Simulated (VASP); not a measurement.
Band structure of CaSn (space group Cmcm). Method: PBEsol GGA, VASP's PBE PAW potentials (set 64) (plane waves; VASP).

Unless said otherwise, spin-orbit coupling is left out, though it shifts the bands of the heavy elements here.

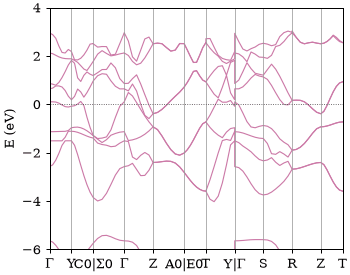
*Bands along high-symmetry lines, zero at the valence-band maximum or, without a gap, the Fermi level*

**Question.** Read the plot: is there a gap, and where are the band edges?

**Answer.** It has no gap at this level: it comes out as a metal or semimetal. (Edges off the drawn lines would not show.)

The structure comes from a computed database's CaSn entry (Cmcm); how it stands against other phases isn't given here. It was relaxed first.
